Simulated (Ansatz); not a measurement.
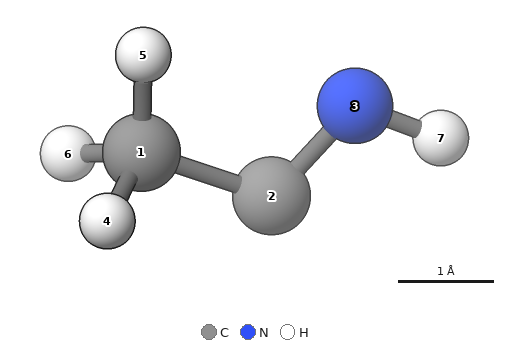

**Figure 1.** The input geometry (ball-and-stick view, seen at a tilt; atoms are numbered from 1 in the order of the input). Bond lengths as drawn: C–C 1.55 Å, C–H 1.11 to 1.12 Å, C–N 1.31 Å and H–N 1.04 Å.

**Nudged elastic band of C2H4N (charge −1)**

C2H4N, charge −1, computed with UKS B3LYP-D4/def2-SVP (Ansatz 0.2.0).

It belongs to a series of runs on one base structure; here: band between the two ends. Figures and captions count atoms from 1; the log counts them from 0 in places.

### The input
```yaml
crystal:
  periodic: [false, false, false]
  atoms:
    - { symbol: C, position_ang: [-0.67473, 0.355973, -0.329476] }
    - { symbol: C, position_ang: [0.111374, -0.652764, 0.547552] }
    - { symbol: "N", position_ang: [1.391346, -0.41918, 0.418013] }
    - { symbol: H, position_ang: [-1.381362, 0.940456, 0.297689] }
    - { symbol: H, position_ang: [-0.019684, 1.073339, -0.892095] }
    - { symbol: H, position_ang: [-1.313065, -0.18624, -1.059415] }
    - { symbol: H, position_ang: [1.88612, -1.111574, 1.017722] }
total_charge: -1
magnetization:
  spin_polarized: true
basis:
  gaussian: { orbitals: def2-SVP }
hamiltonian:
  xc: b3lyp
  dispersion: d4
neb:
  order_check: false
  images: 5
  f_tol: 0.05
  max_iterations: 60
  final_atoms:
    - { symbol: C, position_ang: [-0.56367997, 0.84344209, -0.35602045] }
    - { symbol: C, position_ang: [0.06680598, -0.30678783, 0.10828845] }
    - { symbol: "N", position_ang: [1.35718473, -0.51609082, 0.37190281] }
    - { symbol: H, position_ang: [-1.64647276, 0.85640221, -0.524374] }
    - { symbol: H, position_ang: [0.00596636, 1.75922593, -0.56245629] }
    - { symbol: H, position_ang: [-0.66512818, -1.14816757, 0.26602836] }
    - { symbol: H, position_ang: [1.44532284, -1.488014, 0.69662111] }
  initial_path:
    images:
      - { positions_ang: [[-0.67473, 0.355973, -0.329476], [0.111374, -0.652764, 0.547552], [1.391346, -0.41918, 0.418013], [-1.381362, 0.940456, 0.297689], [-0.019684, 1.073339, -0.892095], [-1.313065, -0.18624, -1.059415], [1.88612, -1.111574, 1.017722]] }
      - { positions_ang: [[-0.66328525, 0.42839485, -0.37217857], [0.07222357, -0.64798059, 0.46456438], [1.36091539, -0.41398303, 0.41400406], [-1.39387161, 0.96964572, 0.25562223], [0.01036361, 1.17157973, -0.84406616], [-1.22656912, -0.36656988, -0.89957974], [1.8402224, -1.1410768, 0.98162379]] }
      - { positions_ang: [[-0.6518405, 0.50081671, -0.41488114], [0.03307314, -0.64319717, 0.38157677], [1.33048479, -0.40878606, 0.40999512], [-1.40638122, 0.99883543, 0.21355546], [0.04041123, 1.26982047, -0.79603732], [-1.14007324, -0.54689977, -0.73974448], [1.7943248, -1.1705796, 0.94552558]] }
      - { positions_ang: [[-0.64039575, 0.57323856, -0.4575837], [-0.00607728, -0.63841376, 0.29858915], [1.30005418, -0.40358909, 0.40598619], [-1.41889083, 1.02802515, 0.1714887], [0.07045884, 1.3680612, -0.74800847], [-1.05357736, -0.72722965, -0.57990923], [1.7484272, -1.2000824, 0.90942737]] }
      - { positions_ang: [[-0.61482382, 0.6633064, -0.42372929], [0.01821714, -0.52787178, 0.23515559], [1.3190977, -0.44108967, 0.39462506], [-1.49475147, 0.9708175, -0.06046553], [0.04896135, 1.49844944, -0.68615775], [-0.9240943, -0.86754229, -0.29793003], [1.64739241, -1.2960596, 0.83849195]] }
      - { positions_ang: [[-0.5892519, 0.75337425, -0.38987487], [0.04251156, -0.41732981, 0.17172202], [1.33814121, -0.47859025, 0.38326394], [-1.57061211, 0.91360985, -0.29241976], [0.02746385, 1.62883769, -0.62430702], [-0.79461124, -1.00785493, -0.01595083], [1.54635763, -1.3920368, 0.76755653]] }
      - { positions_ang: [[-0.56367997, 0.84344209, -0.35602045], [0.06680598, -0.30678783, 0.10828845], [1.35718473, -0.51609082, 0.37190281], [-1.64647276, 0.85640221, -0.524374], [0.00596636, 1.75922593, -0.56245629], [-0.66512818, -1.14816757, 0.26602836], [1.44532284, -1.488014, 0.69662111]] }
```

Command:
```bash
ansatz run input.yaml --threads 1 --pin off --max-ram 2048MiB --backend cpu --events-out ev --progress --plain --runs-dir out
```

### Output
```
Engine: ansatz 0.2.0, aarch64-unknown-linux-gnu
Functional definition: B3LYP
  parameter a0 = 0.2
  parameter ax = 0.72
  parameter ac = 0.81
  exchange = (1 - a0 - ax)*slater_x + ax*b88_x + a0*exact_x
  correlation = (1 - ac)*vwn_rpa_c + ac*lyp_c
712 factors; integrals over basis functions are off by at most 2.1e-4 eV
mean field evaluation 1: about -3622.2916 eV, gradient 1.8e1 eV
mean field evaluation 2: about -3621.1990 eV, gradient 2.4e1 eV
mean field evaluation 4: about -3624.0348 eV, gradient 1.7e0 eV
mean field evaluation 8: about -3624.0709 eV, gradient 5.0e-2 eV
mean field -3624.07092682 eV, -133.1821500771 hartree, gradient 1.5e-5 eV, S^2 0.000000; 0 other end points of the search recorded, 0 dependent functions left out
the calculation of the forces begins
reference -3624.07113927 eV, -133.1821578846 hartree; 12, 12 occupied and 50, 50 virtual orbitals, 712 factors
712 factors; integrals over basis functions are off by at most 1.3e-3 eV
mean field evaluation 16: about -3622.2868 eV, gradient 2.4e1 eV
mean field -3625.02698026 eV, -133.2172843932 hartree, gradient 5.1e-5 eV, S^2 0.000000; 0 other end points of the search recorded, 0 dependent functions left out
[... from here on the field's lines of each further geometry are left out, up to the last ...]
NEB iter   1: max|band force component| = 4.956e0 eV/Å  barrier→ = 2.2747 eV  barrier← = 3.2366 eV  Δτ_max = 0.1992 Å  (200 SCF iters)
NEB iter   2: max|band force component| = 2.893e0 eV/Å  barrier→ = 1.9407 eV  barrier← = 2.9025 eV  Δτ_max = 0.1943 Å  (168 SCF iters)
NEB iter   3: max|band force component| = 9.328e-1 eV/Å  barrier→ = 1.7889 eV  barrier← = 2.7507 eV  Δτ_max = 0.1302 Å  (170 SCF iters)
NEB iter   4: max|band force component| = 5.415e-1 eV/Å  barrier→ = 1.7266 eV  barrier← = 2.6885 eV  Δτ_max = 0.0468 Å  (163 SCF iters)
NEB iter   5: max|band force component| = 2.512e-1 eV/Å  barrier→ = 1.7150 eV  barrier← = 2.6769 eV  CI = image 3  Δτ_max = 0.0198 Å  (164 SCF iters)
NEB iter   6: max|band force component| = 1.146e-1 eV/Å  barrier→ = 1.7124 eV  barrier← = 2.6742 eV  CI = image 3  Δτ_max = 0.0100 Å  (165 SCF iters)
the calculation of the forces begins
reference -3624.75127290 eV, -133.2071523343 hartree; 12, 12 occupied and 50, 50 virtual orbitals, 712 factors
712 factors; integrals over basis functions are off by at most 8.5e-4 eV
mean field evaluation 384: about -3618.2184 eV, gradient 2.9e1 eV
mean field -3622.35893693 eV, -133.1192356090 hartree, gradient 1.6e-5 eV, S^2 0.000000; 1 other end points of the search recorded, 0 dependent functions left out
the calculation of the forces begins
reference -3622.35915007 eV, -133.1192434418 hartree; 12, 12 occupied and 50, 50 virtual orbitals, 712 factors
NEB iter   7: max|band force component| = 3.992e-2 eV/Å  barrier→ = 1.7120 eV  barrier← = 2.6739 eV  CI = image 3  Δτ_max = 0.0000 Å  (304 SCF iters)
```

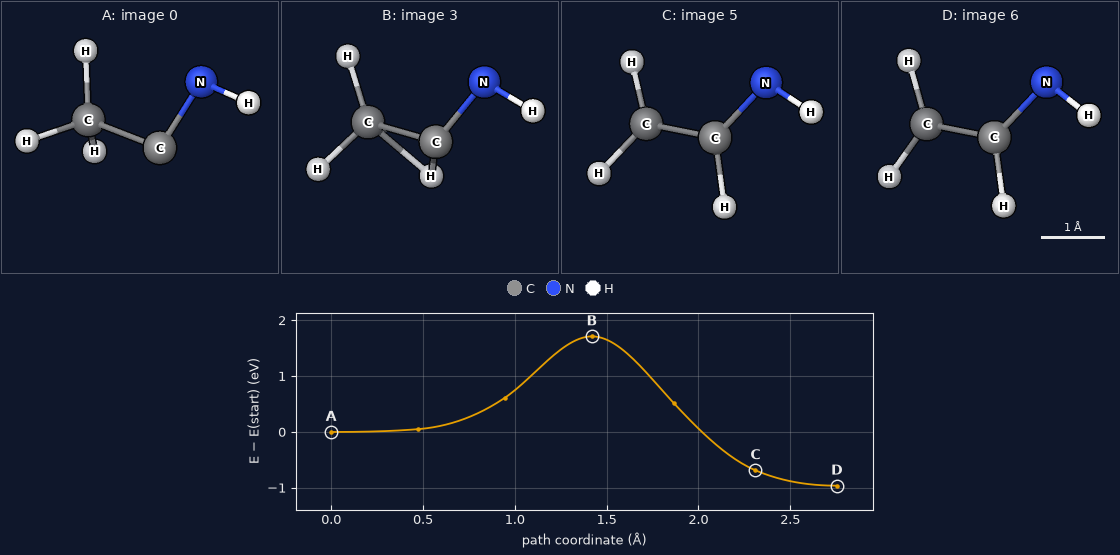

**Figure 2.** Images of the last band (counted from 0; ball-and-stick, seen at a tilt) above the energy along the path; the line is a cubic interpolation that uses the forces. The highest image is number 3, 1.712 eV above the start and 2.674 eV above the end (the climbing image); the end lies 0.962 eV below the start. The path is 2.76 Å long. The band converged in 7 iterations.

```
Total energy: -3622.52896574 eV, -133.1254840528 hartree
Atom 0 at    -0.593730     0.643255    -0.324488 Å, force    -0.000966     0.022904     0.001343 eV/Å
Atom 1 at     0.081209    -0.400793     0.425134 Å, force    -0.023555    -0.011307     0.011609 eV/Å
Atom 2 at     1.390979    -0.526279     0.368940 Å, force     0.034054     0.016851     0.004023 eV/Å
Atom 3 at    -1.607213     0.908547     0.014045 Å, force     0.002080     0.004804     0.000349 eV/Å
Atom 4 at    -0.043085     1.469639    -0.860663 Å, force    -0.002138    -0.010134    -0.003842 eV/Å
Atom 5 at    -0.862109    -0.687923    -0.479379 Å, force    -0.006504    -0.013794    -0.008809 eV/Å
Atom 6 at     1.633947    -1.406437     0.856401 Å, force    -0.002971    -0.009324    -0.004673 eV/Å
Dipole moment:    -0.157144     0.023181    -0.029568 e Å
this run last wrote the band of iteration 7 to [file]
```

### The last band as extended XYZ (Å, eV, eV/Å)
```
7
Properties=species:S:1:pos:R:3:forces:R:3 image=0 energy=-3624.24075
C    -0.6747    0.3560   -0.3295    0.0041  -0.0005   0.0007
C     0.1114   -0.6528    0.5476    0.0007  -0.0023   0.0019
N     1.3913   -0.4192    0.4180    0.0018  -0.0021   0.0018
H    -1.3814    0.9405    0.2977   -0.0023   0.0001  -0.0027
H    -0.0197    1.0733   -0.8921   -0.0014   0.0004  -0.0004
H    -1.3131   -0.1862   -1.0594   -0.0026   0.0025   0.0002
H     1.8861   -1.1116    1.0177   -0.0003   0.0019  -0.0015
7
Properties=species:S:1:pos:R:3:forces:R:3 image=1 energy=-3624.18994
C    -0.6647    0.4223   -0.2805   -0.0227  -0.0638  -0.0054
C     0.1342   -0.4644    0.7087    0.0145  -0.0447   0.0503
N     1.3766   -0.5392    0.3093   -0.0246  -0.0089  -0.0031
H    -1.5303    0.9364    0.1841    0.0466   0.0273   0.0638
H    -0.0636    1.1675   -0.8699    0.0262  -0.1142   0.0162
H    -1.0971   -0.3065   -0.9961   -0.1244   0.1224  -0.1754
H     1.8448   -1.2161    0.9442    0.0846   0.0819   0.0536
7
Properties=species:S:1:pos:R:3:forces:R:3 image=2 energy=-3623.62444
C    -0.6304    0.5203   -0.2938   -0.1721  -0.5933   0.1230
C     0.1310   -0.4029    0.6452    0.2348  -0.0172   1.1472
N     1.3898   -0.5337    0.3247   -0.0220  -0.0944  -0.1956
H    -1.5920    0.9170    0.0817    0.1208   0.1160   0.3015
H    -0.0871    1.3263   -0.8934   -0.1508  -0.7475  -0.1799
H    -0.9202   -0.4759   -0.7421   -0.3174   1.1143  -1.3510
H     1.7089   -1.3511    0.8778    0.3067   0.2220   0.1548
7
Properties=species:S:1:pos:R:3:forces:R:3 image=3 energy=-3622.52875
C    -0.5937    0.6433   -0.3245   -0.0010   0.0229   0.0013
C     0.0812   -0.4008    0.4251   -0.0236  -0.0113   0.0116
N     1.3910   -0.5263    0.3689    0.0341   0.0169   0.0040
H    -1.6072    0.9085    0.0140    0.0021   0.0048   0.0003
H    -0.0431    1.4696   -0.8607   -0.0021  -0.0101  -0.0038
H    -0.8621   -0.6879   -0.4794   -0.0065  -0.0138  -0.0088
H     1.6339   -1.4064    0.8564   -0.0030  -0.0093  -0.0047
7
Properties=species:S:1:pos:R:3:forces:R:3 image=4 energy=-3623.72255
C    -0.5645    0.7704   -0.3323    0.2030   1.0468   0.0182
C     0.0599   -0.3525    0.2264   -0.1731   0.3946  -1.6830
N     1.3630   -0.5286    0.4146   -0.1606  -0.0082   0.2432
H    -1.6242    0.9042   -0.0794   -0.1548  -0.0356  -0.6173
H    -0.0075    1.5732   -0.8162    0.2220   0.9147   0.4378
H    -0.8101   -0.9304   -0.2579    0.4097  -2.0122   1.8780
H     1.5834   -1.4362    0.8447   -0.3461  -0.3001  -0.2770
7
Properties=species:S:1:pos:R:3:forces:R:3 image=5 energy=-3624.92689
C    -0.5572    0.8199   -0.3894    0.0313   0.1740  -0.1537
C     0.0669   -0.3213    0.1050    0.0074   0.1062  -0.4438
N     1.3407   -0.5110    0.4382   -0.0477   0.0532   0.0145
H    -1.6411    0.9026   -0.2365   -0.0534   0.0300  -0.4754
H     0.0146    1.6940   -0.7099    0.0568   0.4290   0.3690
H    -0.7216   -1.1175    0.0082    0.2839  -0.6466   0.9775
H     1.4976   -1.4666    0.7844   -0.2783  -0.1459  -0.2881
7
Properties=species:S:1:pos:R:3:forces:R:3 image=6 energy=-3625.20262
C    -0.5637    0.8434   -0.3560    0.0003  -0.0033   0.0010
C     0.0668   -0.3068    0.1083    0.0007   0.0032  -0.0008
N     1.3572   -0.5161    0.3719    0.0024  -0.0007   0.0007
H    -1.6465    0.8564   -0.5244   -0.0045  -0.0001  -0.0013
H     0.0060    1.7592   -0.5625    0.0017   0.0017   0.0002
H    -0.6651   -1.1482    0.2660   -0.0001   0.0007   0.0005
H     1.4453   -1.4880    0.6966   -0.0005  -0.0014  -0.0002
```

### Summary

```json
{"quantity": "outcome", "value": "converged"}
{"quantity": "barrier, forward", "value": "1.712 eV"}
{"quantity": "barrier, backward", "value": "2.674 eV"}
{"quantity": "hardware", "value": "1 thread of Arm Neoverse V1, 24 GiB of memory available, shared host"}
{"quantity": "wall time", "value": "92 s"}
{"quantity": "peak memory", "value": "0.14 GiB"}
```

The order of the saddle point was not checked.
